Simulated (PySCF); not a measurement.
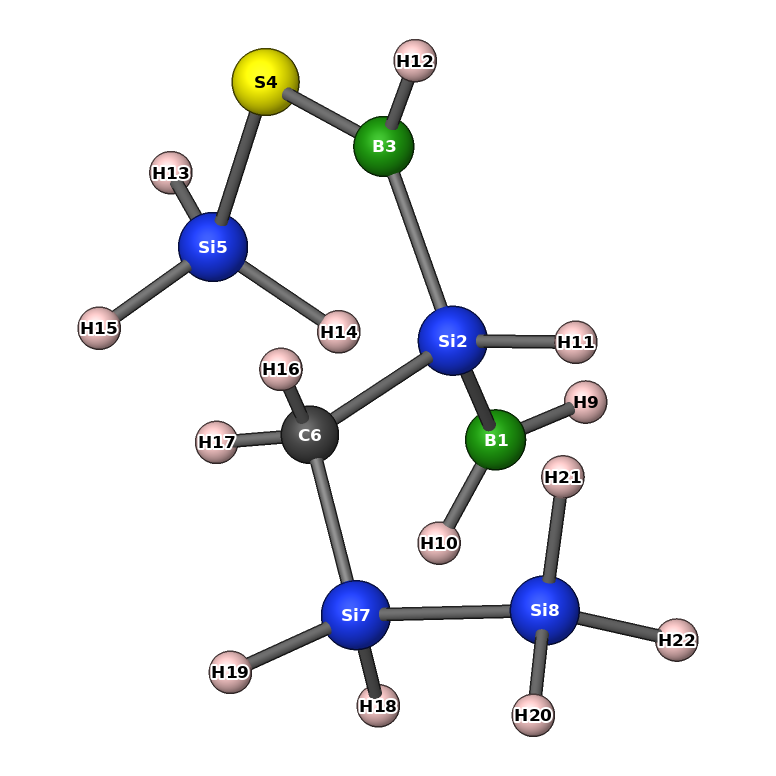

The questions are on isotropic NMR shieldings of the H atoms. The geometry was computed by an optimisation with GFN2-xTB. No frequency run is at hand to confirm it as a minimum. Level of theory: GIAO PBE0/pcSseg-1 NMR shielding, non-relativistic, gas phase (PySCF 2.14.0).

List the isotropic NMR shieldings of the H atoms.

```
atom  σ (ppm)
  H9    22.35
 H10    22.02
 H11    27.46
 H12    22.63
 H13    26.67
 H14    30.25
 H15    26.82
 H16    32.15
 H17    31.96
 H18    27.46
 H19    27.36
 H20    28.36
 H21    28.34
 H22    28.33
```

The geometry is semi-empirical. Around B, Si such bond lengths and angles can be off by a tenth of an ångström or more and by several degrees, and values that hang on the shape move with them.
